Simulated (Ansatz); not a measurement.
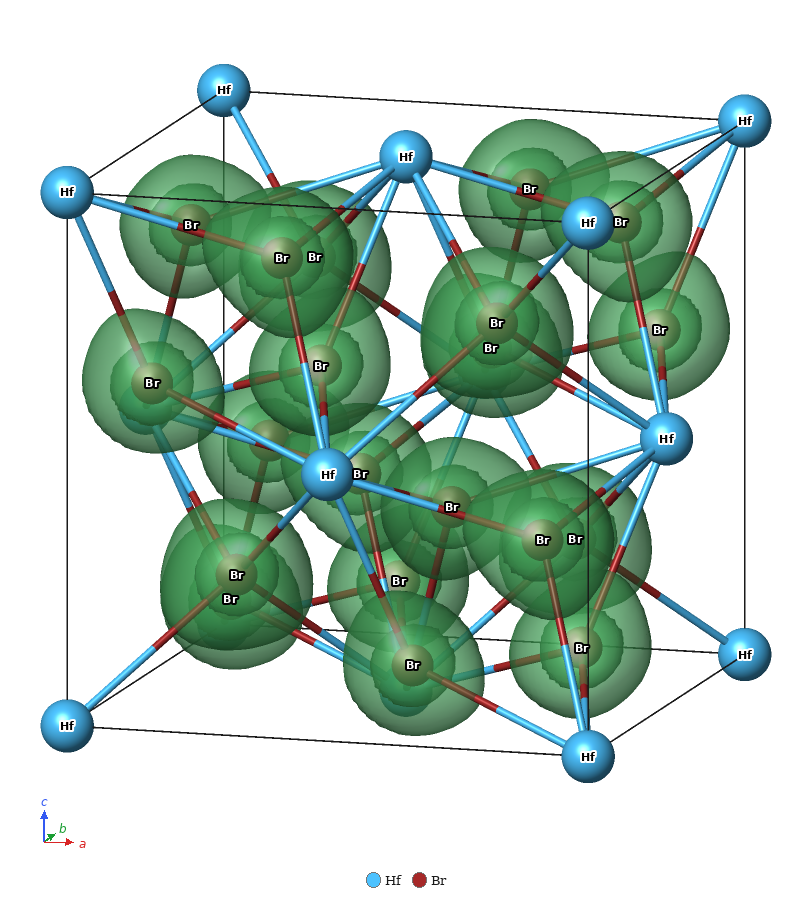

Figure. HfBr5. Isosurface of the electron localisation function at 0.75 (green), seen slightly off an axis. Only the valence region is drawn (cores and ρ < 0.01 e/Å³ removed). Sticks mark near contacts.

Space group F-43m; a structure generated by program, which may or may not match a known phase; computed without spin polarisation.

Theory: DFT PBE, scalar-relativistic, plane waves, PAW in Ansatz 0.2.0.

Core electrons are frozen (PAW), and the valence fields are smoothed inside the atomic spheres.

```
CELL_PARAMETERS angstrom
8.53960 0.00000 0.00000
0.00000 0.00000 -8.53960
0.00000 8.53960 0.00000
ATOMIC_POSITIONS crystal
Hf 0.50000 0.50000 0.00000
Hf 0.00000 0.50000 0.50000
Hf 0.00000 0.00000 0.00000
Hf 0.50000 0.00000 0.50000
Br 0.12539 0.62539 0.12539
Br 0.62539 0.62539 0.62539
Br 0.62539 0.12539 0.12539
Br 0.12539 0.12539 0.62539
Br 0.12539 0.87461 0.37461
Br 0.62539 0.87461 0.87461
Br 0.62539 0.37461 0.37461
Br 0.12539 0.37461 0.87461
Br 0.37461 0.87461 0.12539
Br 0.87461 0.87461 0.62539
Br 0.87461 0.37461 0.12539
Br 0.37461 0.37461 0.62539
Br 0.37461 0.62539 0.37461
Br 0.87461 0.62539 0.87461
Br 0.87461 0.12539 0.37461
Br 0.37461 0.12539 0.87461
Br 0.75000 0.75000 0.25000
Br 0.25000 0.75000 0.75000
Br 0.25000 0.25000 0.25000
Br 0.75000 0.25000 0.75000
```

Describe the localisation domains.

Answer. The ELF exceeds this value in 20 regions wrapped around Br (the valence shell of each), counted in one cell of 24 atoms. Any copies at cell faces, edges or corners count once.

Values along the shortest contacts:
Hf–Br (3.54 Å): the ELF is about 0.25 at the midpoint and 0.10 at its lowest between the atoms: no localised pair shows between them. Hf–Br (3.70 Å): the ELF is about 0.25 at the midpoint and 0.05 at its lowest between the atoms; no localised pair shows between them.
